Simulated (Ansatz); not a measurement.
# What AgF (model cell, started as layered BN type) distorts into

Wanted: the energy along a soft mode of AgF (model cell, started as layered BN type) and the structure at the end.

Method: DFT PBEsol, scalar-relativistic, plane waves, PAW, in Ansatz 0.2.0.

The structure was built from a prototype and need not be the compound's stable phase.

## Step 1: The structure

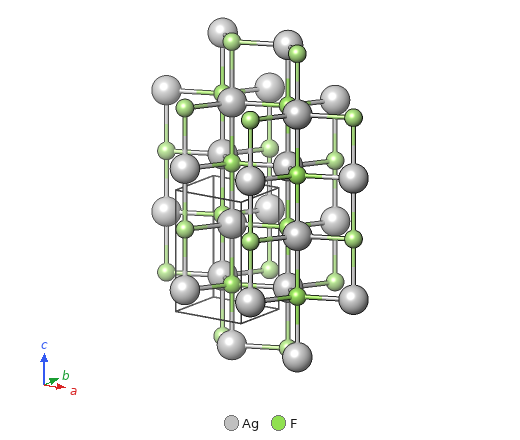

The cell as given, slightly off an axis (silver light grey, fluorine green). 2×1×2 cells are drawn. Some periodic images of atoms are drawn too.

## Step 2: Response at finite wavevector

The cell comes from relaxations at this level that are not shown. Stability and thermal properties need the whole zone. Linear response on a 2×2×2 q mesh gives force constants as far as a supercell of that size would.

The input, input.yaml:

```yaml
crystal:
  lattice:
    - [4.1018079834, -2.9963e-06, 0.0]
    - [-2.0509013968, 3.5522714132, 0.0]
    - [0.0, 0.0, 4.8216818981]
  atoms:
    - { symbol: Ag, position: [0.3333333333, 0.6666666667, 0.25] }
    - { symbol: Ag, position: [0.6666666667, 0.3333333333, 0.75] }
    - { symbol: F, position: [0.6666666667, 0.3333333333, 0.25] }
    - { symbol: F, position: [0.3333333333, 0.6666666667, 0.75] }
kpoints:
  mp_grid: { grid: [12, 12, 8] }
hamiltonian:
  xc: pbesol
scf:
  occupations: { method: methfessel_paxton, width: 0.15 }
output:
  eigenvalues: true
phonons:
  method: dfpt
  qmesh: [2, 2, 2]
  temperatures: { t_max: 1000, t_step: 50 }
  qpath:
    path:
      - [[0.0, 0.0, 0.0], [0.5, 0.0, 0.0], [0.33333333, 0.33333333, 0.0], [0.0, 0.0, 0.0], [0.0, 0.0, 0.5], [0.5, 0.0, 0.5], [0.33333333, 0.33333333, 0.5], [0.0, 0.0, 0.5]]
      - [[0.5, 0.0, 0.5], [0.5, 0.0, 0.0]]
      - [[0.33333333, 0.33333333, 0.5], [0.33333333, 0.33333333, 0.0]]
    npoints: 10
```

On the command line:

```sh
$ ansatz run input.yaml --threads 4 --pin off --max-ram 7168MiB --backend cpu --events-out ev --progress --plain --runs-dir out
```

Numbers of over 12 decimals in the logs are rounded to 6 here.

The log of the run:

```text
Warning: phonons: the dynamical matrix that this run interpolates holds no multipole term above the dipole-dipole one, and a site of this crystal is no centre of inversion, so its interpolated transverse optical and acoustic branches and sound speeds can stay off near Gamma, and the density of states and the thermodynamics with them. What a run solves at a wave vector of phonons.qpoints, Gamma apart, where the deck admits one, is free of this, and under fd what a larger phonons.supercell samples
Engine: ansatz 0.2.0, aarch64-unknown-linux-gnu
Pseudopotentials: kind: paw
Pseudopotential: Ag, paw, valence charge 19, recommended cutoff 420 eV (normal), Ag.paw.azcp
Pseudopotential: F, paw, valence charge 7, recommended cutoff 420 eV (normal), F.paw.azcp
Functional definition: PBEsol
  exchange = pbesol_x
  correlation = pbesol_c
Crystal: 4 atoms, lattice volume = 70.255 Å³
Basis set: ecut = 420 eV, 1349 PW (Γ), exchange–correlation on 60×60×72 points (8 copies of the dense FFT grid, shifted against one another)
Bands: 32, of which v1, the nominal top of the filled ones, is band 26 counted from 1 (25 counted from 0)
Symmetry: 24 space group operations
k-points: 95 of 1152
Non-local potential: Ag, projectors of the file, l = 0: 3, l = 1: 2, l = 2: 2, l = 3: 1
Non-local potential: F, projectors of the file, l = 0: 2, l = 1: 2, l = 2: 1
PAW form: soft (Blöchl's): semilocal exchange-correlation on the pseudo side does not see the compensation charge
PAW frozen core: Ag, regenerated for the run's functional, and the local potential with it (the file was generated under x = pbe(κ = 0.804, μ = 0.219515), c = pbe(β = 0.066725))
PAW frozen core: F, regenerated for the run's functional, and the local potential with it (the file was generated under x = pbe(κ = 0.804, μ = 0.219515), c = pbe(β = 0.066725))
PAW one-centre angular grid: Ag, 590 points (default); XC on 64 Gauss nodes
PAW one-centre angular grid: F, 110 points (default); XC on 64 Gauss nodes
Initial density: superposition of atomic densities (neutral atoms: chi_scale 0, normalization atom), corrected by the library's trained network
Initial wavefunctions: pseudopotential atomic-orbital guess
Functional: x = pbesol(κ = 0.804, μ = 0.123457), c = pbesol(β = 0.046)
SCF iter   1: F=—  HF=-16642.869948 eV  |F-HF|=—  |Δ(HF+E_count)|=         —  Δρ=1.43e-2  dr2=9.73e-2  ethr=1.77e-3  ⟨swp⟩=5.1  Hψ=10449  notcnv=0  defer=7
preconditioner: auto → LDOS  [metal: Δε(μ)=0.018 eV  Ē_g=11.745 eV  σ=0.150 eV  W_gap=0.10  n_scr=20 (ndim 8)  ℏωp=26.6 eV  f_vac=0.199  D(μ)=1.09/eV (n_scr^D=2)  β→1.0]
SCF iter   2: F=—  HF=-16642.882984 eV  |F-HF|=—  |Δ(HF+E_count)|=   1.30e-2  S|Δr|=    0.00e0  Δρ=1.63e-2  dr2=1.22e-1  ethr=1.87e-4  ⟨swp⟩=2.0  Hψ=5924  notcnv=0  defer=152
SCF iter   3: F=—  HF=-16642.848383 eV  |F-HF|=—  |Δ(HF+E_count)|=   3.46e-2  S|Δr|=    0.00e0  Δρ=3.76e-3  dr2=5.93e-3  ethr=1.87e-4  ⟨swp⟩=2.0  Hψ=4585  notcnv=0  defer=152
SCF iter   4: F=—  HF=-16642.846740 eV  |F-HF|=—  |Δ(HF+E_count)|=   1.64e-3  S|Δr|=    0.00e0  Δρ=4.02e-4  dr2=1.06e-4  ethr=1.14e-5  ⟨swp⟩=2.0  Hψ=4501  notcnv=0  defer=152
SCF iter   5: F=—  HF=-16642.846718 eV  |F-HF|=—  |Δ(HF+E_count)|=   2.14e-5  S|Δr|=    0.00e0  Δρ=3.22e-5  dr2=2.98e-7  ethr=2.03e-7  ⟨swp⟩=2.3  Hψ=4373  notcnv=0  defer=152
SCF iter   6: F=—  HF=-16642.846719 eV  |F-HF|=—  |Δ(HF+E_count)|=   7.84e-7  S|Δr|=    0.00e0  Δρ=3.68e-6  dr2=4.36e-9  ethr=5.74e-10  ⟨swp⟩=2.0  Hψ=4989  notcnv=0  defer=151
SCF iter   7: F=—  HF=-16642.846719 eV  |F-HF|=—  |Δ(HF+E_count)|=   1.27e-9  S|Δr|=    0.00e0  Δρ=3.54e-7  dr2=5.06e-11  ethr=8.39e-12  ⟨swp⟩=2.0  Hψ=4566  notcnv=0  defer=151
SCF iter   8: F=-16642.846719 eV  HF=-16642.846719 eV  |F-HF|=3.64e-12  |Δ(HF+E_count)|=  8.00e-11  S|Δr|=    0.00e0  Δρ=4.11e-8  dr2=9.11e-13  ethr=1.00e-12  ⟨swp⟩=9.1  Hψ=14171  notcnv=0
SCF 1 converged in 8 iterations: F = -16642.846719 eV  dr2 = 9.11e-13
  greatest PAW one-centre occupation: 1.000 electrons in one spin orbital (limit 2), on the Ag atom at site 1 (counted from 0), in its partial waves of l = 0
Initial density: read from a saved state, or passed on in memory by an earlier SCF of this step, an earlier step, the calling program or the single point that the run made first
iter 1 solved again at ethr=1.55e-8 eV; its pass at ethr=3.10e-3 eV (dr2=8.04e-6 eV) is discarded
SCF iter   1: F=—  HF=-16642.846718 eV  |F-HF|=—  |Δ(HF+E_count)|=         —  Δρ=1.92e-7  dr2=1.36e-11  ethr=1.55e-8  ⟨swp⟩=3.0  Hψ=18703  notcnv=0
eigensolver tolerance schedule: the retry pair's looser diagonalisation over-reported the residual by 593053.58 of it (diagonalisation noise at an unbounded share of the residual, at the tolerance the schedule requests for it); recorded, not acted on — ethr = c·dr2/N_el stays at c = 1.0e-1
preconditioner: auto → LDOS  [insulator: Δε(μ)=0.105 eV  Ē_g=11.838 eV  σ=0.150 eV  W_gap=0.51  n_scr=20 (ndim 8)  ℏωp=26.6 eV  f_vac=0.199  D(μ)=0.95/eV (n_scr^D=2)  ε∞_Penn≈6.0  β→1.0]
SCF iter   2: F=—  HF=-16642.846719 eV  |F-HF|=—  |Δ(HF+E_count)|=   9.48e-7  S|Δr|=    0.00e0  Δρ=2.16e-7  dr2=1.74e-11  ethr=1.00e-12  ⟨swp⟩=3.0  Hψ=6475  notcnv=0
SCF iter   3: F=-16642.846719 eV  HF=-16642.846719 eV  |F-HF|=0.00e0  |Δ(HF+E_count)|=  1.09e-11  S|Δr|=    0.00e0  Δρ=9.04e-8  dr2=2.25e-12  ethr=1.00e-12  ⟨swp⟩=2.0  Hψ=7854  notcnv=0
SCF 2 converged in 3 iterations: F = -16642.846719 eV  dr2 = 2.25e-12
phonons: the bands overlap, so this run is a metal and interpolates without the dipole-dipole term. If the crystal is really an insulator or semiconductor, its LO-TO splitting is missing
NSCF: frozen V_eff on 95 k-points
NSCF: frozen V_eff on 370 k-points
DFPT response loops at q = (0, 0, 0) (fractional): preconditioner auto → none (partly filled bands, converged f_vac=0.199); β = 0.50; Broyden in place of MSR1
NSCF: frozen V_eff on 740 k-points
DFPT response loops at q = (0, 0, -0.5) (fractional): mixed as the last ones told, above
NSCF: frozen V_eff on 740 k-points
DFPT response loops at q = (0, -0.5, 0) (fractional): mixed as the last ones told, above
NSCF: frozen V_eff on 740 k-points
DFPT response loops at q = (0, -0.5, -0.5) (fractional): mixed as the last ones told, above
SCF converged after 8 iterations
Stability not checked: this state was not tested for a lower state beside it, because cold or Methfessel-Paxton smearing, or corrected tetrahedra, fill the levels in a way that the test cannot read (fill_not_monotonic; see scf.lower_state_search)
Free energy (F): -16642.846719 eV
Harris-Foulkes:  -16642.846719 eV  (|F-HF|=3.64e-12)
Internal energy: -16642.850767 eV  (E = F + TS)
E sigma→0 (E₀):  -16642.847731 eV
Entropy (-TS):   0.004048 eV (1.012 meV/atom)
Fermi energy:    7.041160 eV
--- Per-component energies (eV) ---
  E_band       = -788.584884
  E_kinetic    = 1466.965135
  E_local      = -7214.242485  (includes V_loc(G=0)·N_el)
  E_nonlocal   = 322.867274
  E_hartree    = 3132.492408
  E_xc         = -518.418383
  E_vxc        = -663.182351  (∫ρ·V_xc dr)
  E_paw        = -8064.174443  (= ΣΔE_a)
  E_vpaw       = -965.981911  (= ΣTr[D̂ρ^β])
  E_aug_tail   = 0.004607  (compensation charges beyond the density's cutoff)
  E_ewald      = -5769.075246
  E_core_change = 0.730363  (= ΣΔE_core)
  E_smearing   = 0.004048  (= −TS)
  E_closure    = -0.000000  (closes the sum)
  Σ components = -16642.846719   (vs F -16642.846719, Δ=0.00e0)
--- Band table (eV; the first three rows and the last of 95) ---
  k-point 0: bands = [... 22 lower, 6.5654, 6.5654, 6.5740, 6.5740, 6.6976, 12.6749, 14.3406, 17.9456, ... 2 higher]
  k-point 1: bands = [... 22 lower, 6.5674, 6.5674, 6.5748, 6.5748, 6.9443, 12.1935, 14.9467, 17.8978, ... 2 higher]
  k-point 2: bands = [... 22 lower, 6.5724, 6.5724, 6.5772, 6.5772, 7.6556, 11.3691, 16.1427, 17.7804, ... 2 higher]
  k-point 94: bands = [... 22 lower, 5.8329, 5.8329, 7.0235, 7.0235, 13.0324, 13.0324, 13.7097, 13.7097, ... 2 higher]
--- Phonons (Γ-DFPT): 4 representative perturbations + reference (Σ response iterations 14) ---
  ASR residual: 2.743e-5 → 0.000e0 eV/Å²; symmetrization residual: 8.624e-6 eV/Å²
  ASR residual per site (eV/Å²): 1.34e-6 1.34e-6 2.74e-5 2.74e-5
  Γ frequencies (cm⁻¹): -11.77 0.00 0.00 0.00 7.14 7.14 167.65 167.65 198.37 198.37 209.65 251.53
--- Phonons (arbitrary-q DFPT): 4 irreducible q on the 2×2×2 mesh ---
  q = [0.0000, 0.0000, 0.0000] (star 1, of the zone-centre solve; hermiticity 5.15e-6, symmetrization 8.32e-7): -11.77 -0.00 -0.00 0.00 7.14 7.14 167.65 167.65 198.37 198.37 209.65 251.53
  q = [0.0000, 0.0000, -0.5000] (star 1, 4 solved perturbations in 930 linear systems a pass and spin channel, the states on 370 of 1152 k-point pairs; hermiticity 3.70e-6, symmetrization 3.69e-7): -17.87 -17.87 -17.87 -17.87 107.11 107.11 180.73 180.73 180.73 180.73 228.35 228.35
  q = [0.0000, -0.5000, 0.0000] (star 3, 6 solved perturbations in 1910 linear systems a pass and spin channel, the states on 370 of 1152 k-point pairs; hermiticity 9.24e-6, symmetrization 2.94e-6): -26.27 -24.07 -19.06 -9.22 87.01 88.88 196.94 217.20 220.55 225.12 225.66 234.58
  q = [0.0000, -0.5000, -0.5000] (star 3, 6 solved perturbations in 1910 linear systems a pass and spin channel, the states on 370 of 1152 k-point pairs; hermiticity 6.39e-6, symmetrization 6.23e-7): -23.67 -23.67 53.53 53.53 83.63 83.63 118.73 118.73 209.94 209.94 265.43 265.43
  sum rule: each row above includes the acoustic sum rule's correction from the zone centre's row sums; it moved no ω² by more than (0.63 cm⁻¹)²
  mesh force constants: q→R imaginary residual 1.48e-17; ASR residual 2.743e-5 → 0.000e0 eV/Å²; symmetrization residual 4.885e-15 eV/Å²
  interpolated dispersion: 93 rows × 12 modes
  density of states and harmonic sums: on the 18×18×14 q-mesh, interpolated from the force constants of a 2×2×2 supercell (no non-analytic term)
  largest difference from the sums on the solved wave vectors: F 2.85e-1 eV, S 3.69e-4 and C_V 8.42e-5 eV/K
  zero-point energy: 0.090510 eV/cell   skipped modes (ω ≤ 0): 690, of them read as no rigid motion or as one in doubt: 687 (2.272e0 modes/cell left out, lowest -34.59 cm⁻¹)   left out of the sums: 1.89e-1 of the cell's modes: C_V's classical limit lies that fraction below 3 k_B per atom; for a crystal, a wire or a layer, F and S can be off by more, and a phonons.interpolated_qmesh denser along its periods is the remedy for the sampling
```

Run time: 6.1 min. Hardware: 4 threads of Arm Neoverse V2, shared host; peak memory 1.9 GiB; 24 min of CPU time.

This step gave:

| Quantity | Value |
| --- | --- |
| volume per atom | 17.56 Å³ |
| gap on the k-mesh | 0 eV |
| sum-rule residual before enforcement | 2.74e-5 eV/Å² |
| lowest frequency on the path | -28.26 cm⁻¹ |
| point group | 6/mmm |
| highest frequency on the path or at a solved wavevector | 265.6 cm⁻¹ |
| highest optical mode at the zone centre (no LO-TO term) | 251.5 cm⁻¹ |
| lowest optical zone-centre mode | -11.77 cm⁻¹ |
| lowest mode on the q mesh (acoustic modes at Γ apart) | -26.27 cm⁻¹ |

Frequencies (cm⁻¹) solved at each irreducible wavevector; negative means imaginary. Frequencies by wavevector, by row:

```csv
q in reciprocal lattice units,star,mode 1,mode 2,mode 3,mode 4,mode 10,mode 11,mode 12
0 0 0,1,-11.8,0,0,0,198.4,209.7,251.5
0 0 -0.5,1,-17.9,-17.9,-17.9,-17.9,180.7,228.3,228.3
0 -0.5 0,3,-26.3,-24.1,-19.1,-9.2,225.1,225.7,234.6
0 -0.5 -0.5,3,-23.7,-23.7,53.5,53.5,209.9,265.4,265.4
```

Interpolated from a 2×2×2 q mesh, rough between the solved points. Phonon branches along the path, in cm⁻¹:

```csv
point,branch 1,branch 2,branch 3,branch 4,branch 9,branch 10,branch 11,branch 12
Γ,-12,0,0,0,198,198,210,252
M,-26,-24,-19,-9,221,225,226,235
K,-27,-27,14,46,216,227,227,238
Γ,-12,0,0,0,198,198,210,252
A,-18,-18,-18,-18,181,181,228,228
L,-24,-24,54,54,210,210,265,265
H,24,24,31,31,226,226,262,262
A,-18,-18,-18,-18,181,181,228,228
jump to L,-24,-24,54,54,210,210,265,265
M,-26,-24,-19,-9,221,225,226,235
jump to H,24,24,31,31,226,226,262,262
K,-27,-27,14,46,216,227,227,238
```

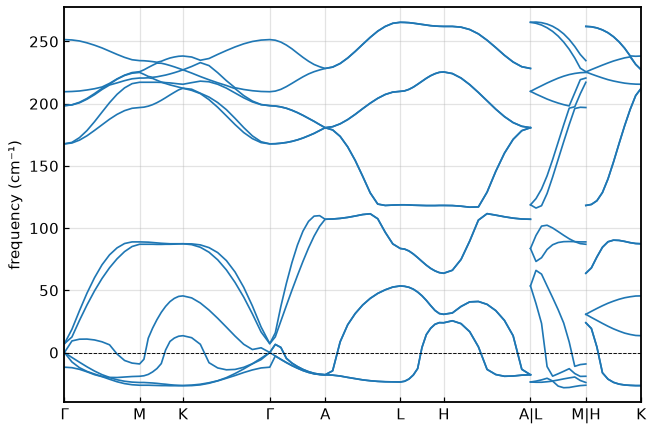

Phonon branches along the path.

Symmetry leaves 4 wavevectors to solve. The lowest mode among them, the acoustic zeros apart, lies at q = (0, -0.5, 0) and is imaginary, 26.3i cm⁻¹, so the energy falls along it.

## Step 3: The mode frozen in, largest atomic shift 0 Å

The mode followed lies at q = (0, -0.5, 0) with frequency 26.3i cm⁻¹, the softest among the wavevectors solved. At small amplitude the distorted cell has space group no. 58 by a symmetry search on the positions. The undistorted cell that holds it gives the zero of energy on the same k mesh.

System of this step: AgF (model cell, started as layered BN type). The structure is hexagonal, space group P6_3/mmc (No. 194). The conventional cell has a = 4.102 Å, b = 4.102 Å, c = 4.822 Å, α = 90.00°, β = 90.00°, γ = 120.00°. Nearest to Ag lie 5 F at 2.37 to 2.41 Å. Nearest to F lie 5 Ag at 2.37 to 2.41 Å. Farther neighbours and most contacts between anions are not listed.

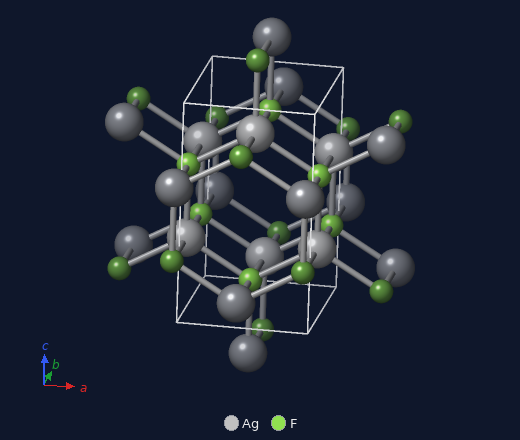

The cell of this step (silver light grey, fluorine green). Some periodic images of atoms are drawn too.

The input, input.yaml:

```yaml
crystal:
  lattice:
    - [-4.1018079834, 2.9963e-06, 0.0]
    - [0.0, 0.0, -4.8216818981]
    - [-5.1898e-06, -7.1045398301, 0.0]
  atoms:
    - { symbol: Ag, position: [0.5, 0.75, 0.1666666667] }
    - { symbol: Ag, position: [0.0, 0.75, 0.6666666667] }
    - { symbol: Ag, position: [0.0, 0.25, 0.3333333333] }
    - { symbol: Ag, position: [0.5, 0.25, 0.8333333333] }
    - { symbol: F, position: [0.0, 0.75, 0.3333333333] }
    - { symbol: F, position: [0.5, 0.75, 0.8333333333] }
    - { symbol: F, position: [0.5, 0.25, 0.1666666667] }
    - { symbol: F, position: [0.0, 0.25, 0.6666666667] }
kpoints:
  mp_grid: { grid: [8, 6, 6] }
hamiltonian:
  xc: pbesol
scf:
  occupations: { method: methfessel_paxton, width: 0.15 }
output:
  forces: true
  stress: true
  eigenvalues: true
```

The log of the run:

```text
[...]
Crystal: 8 atoms, lattice volume = 140.511 Å³
Basis set: ecut = 420 eV, 2707 PW (Γ), exchange–correlation on 60×72×96 points (8 copies of the dense FFT grid, shifted against one another)
Bands: 63, of which v1, the nominal top of the filled ones, is band 52 counted from 1 (51 counted from 0)
Symmetry: 16 space group operations
[...]
k-points: 80 of 288
[...]
k-point 0: bands = [... 48 lower, 6.5673, 6.5673, 6.5759, 6.5760, 6.6986, 10.3371, 11.2789, 12.6758, ... 7 higher]
  k-point 1: bands = [... 48 lower, 6.4037, 6.5039, 6.5272, 6.5624, 6.9478, 9.7194, 11.9188, 12.7438, ... 7 higher]
  k-point 2: bands = [... 48 lower, 6.2362, 6.3671, 6.3908, 6.4854, 7.4170, 8.8550, 12.7628, 12.9210, ... 7 higher]
  k-point 79: bands = [... 48 lower, 6.9545, 6.9545, 6.9545, 6.9545, 12.0304, 12.0304, 12.0304, 12.0304, ... 7 higher]
[key lines of the parts left out:]
SCF converged after 7 iterations
Free energy (F): -33285.694454 eV
Fermi energy:    7.069430 eV
P = ⅓ Tr σ = 0.0213 GPa (0.213 kbar)
```

Elapsed: 8.7 s, on 4 threads; peak memory 0.78 GiB.

Numbers from this step:

```
pressure                         : 0.02133 GPa
energy from the undistorted cell : 0 meV/atom
```

The run ends at a pressure of 0.02 GPa, with forces up to 2.0e-4 eV/Å.

## Step 4: The mode frozen in, largest atomic shift 0.22 Å

The atoms are moved along the unstable eigenvector, the largest shift by 0.22 Å, with the cell fixed.

input.yaml, the sections that differ from step 3:

```yaml
crystal:
  lattice:
    - [-4.1018079834, 2.9963e-06, 0.0]
    - [0.0, 0.0, -4.8216818981]
    - [-5.1898e-06, -7.1045398301, 0.0]
  atoms:
    - { symbol: Ag, position: [0.5, 0.7077053637, 0.1666666667] }
    - { symbol: Ag, position: [0.0, 0.7922946363, 0.6666666667] }
    - { symbol: Ag, position: [0.0, 0.2077053637, 0.3333333333] }
    - { symbol: Ag, position: [0.5, 0.2922946363, 0.8333333333] }
    - { symbol: F, position: [0.0, 0.7043727677, 0.3333333333] }
    - { symbol: F, position: [0.5, 0.7956272323, 0.8333333333] }
    - { symbol: F, position: [0.5, 0.2043727677, 0.1666666667] }
    - { symbol: F, position: [0.0, 0.2956272323, 0.6666666667] }
# kpoints, hamiltonian, scf, output: as in step 3
```

The log of the run:

```text
[...]
Crystal: 8 atoms, lattice volume = 140.511 Å³
Basis set: ecut = 420 eV, 2707 PW (Γ), exchange–correlation on 60×72×96 points (8 copies of the dense FFT grid, shifted against one another)
Bands: 63, of which v1, the nominal top of the filled ones, is band 52 counted from 1 (51 counted from 0)
Symmetry: 8 space group operations
[...]
k-points: 80 of 288
[...]
k-point 0: bands = [... 48 lower, 6.4804, 6.4820, 6.4843, 6.5285, 6.6821, 10.3236, 11.0196, 12.7588, ... 7 higher]
  k-point 1: bands = [... 48 lower, 6.3269, 6.4286, 6.4504, 6.5104, 6.9170, 9.6546, 11.7076, 12.8208, ... 7 higher]
  k-point 2: bands = [... 48 lower, 6.2326, 6.2999, 6.3455, 6.4449, 7.3799, 8.7931, 12.5599, 12.9660, ... 7 higher]
  k-point 79: bands = [... 48 lower, 6.8053, 6.8053, 6.9847, 6.9847, 11.4480, 11.4480, 12.5693, 12.5693, ... 7 higher]
[key lines of the parts left out:]
SCF converged after 7 iterations
Free energy (F): -33285.708027 eV
Fermi energy:    7.051461 eV
P = ⅓ Tr σ = -0.5475 GPa (-5.475 kbar)
```

Elapsed: 8.8 s, on 4 threads; peak memory 0.78 GiB; 34 s of CPU time.

This step gave:

```
pressure                         : -0.5475 GPa
energy from the undistorted cell : -1.669 meV/atom
```

The energy, extrapolated to zero smearing, is -1.67 meV/atom against the undistorted cell.

The run ends at a pressure of -0.55 GPa, with forces up to 0.10 eV/Å.

## Step 5: Energy along the mode, all amplitudes (two of the runs are shown above)

An imaginary frequency means negative curvature, so the energy should fall and then rise again as anharmonic terms take over.

This step gave:

```yaml
depth_at_the_lowest_point_sampled: 1.669 meV/atom
largest_atomic_shift_at_that_point: 0.22 Å
```

The energy from the parent by largest atomic shift:

```csv
largest atomic shift (Å),energy from the parent (meV/atom)
0.000,0
0.040,-0.109
0.080,-0.409
0.140,-1.05
0.220,-1.67
0.320,-0.521
0.450,7.85
```

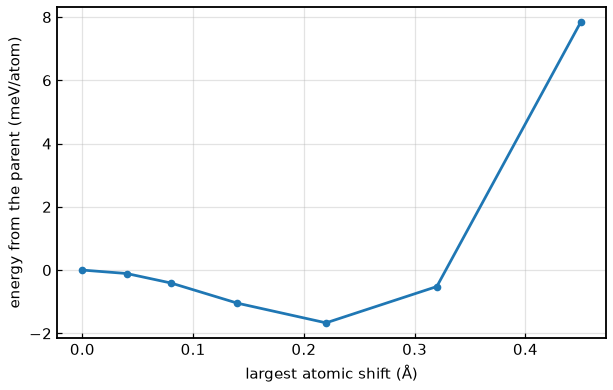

Energy from the parent, plotted against largest atomic shift.

Displacement at unit largest shift by atom:

```csv
atom,x (Å),y (Å),z (Å),size
Ag1,0.00,0.00,0.93,0.93
Ag2,0.00,0.00,-0.93,0.93
Ag3,0.00,0.00,0.93,0.93
Ag4,0.00,0.00,-0.93,0.93
F5,0.00,0.00,1.00,1.00
F6,0.00,0.00,-1.00,1.00
F7,0.00,0.00,1.00,1.00
F8,0.00,0.00,-1.00,1.00
```

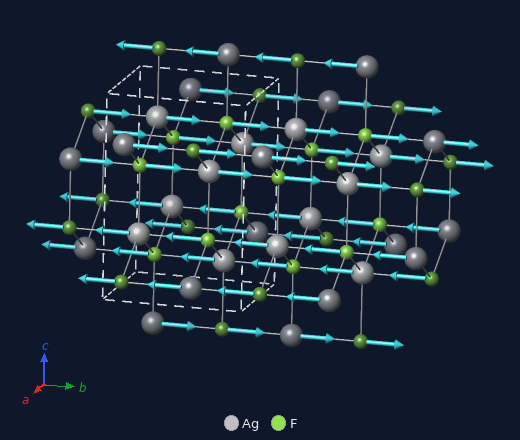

Displacement at unit largest shift as arrows, the longest 1 Å. 1×2×1 cells are drawn. Some periodic images of atoms are drawn too.

The lowest of the steps tried is at 0.22 Å, 1.67 meV/atom below the parent; the bottom of the well need not coincide with a step.

(Part 1 of 3 ends here.)

[Logs are printed without paths, hosts, clocks, repeated set-up lines and the standing remarks that a program may print on its own settings, such as how far it seeks lower states.]

[Hosts, paths, dates, database ids (printed as entryN), source tags and the programs' standing remarks are cut or masked in the printed files.]
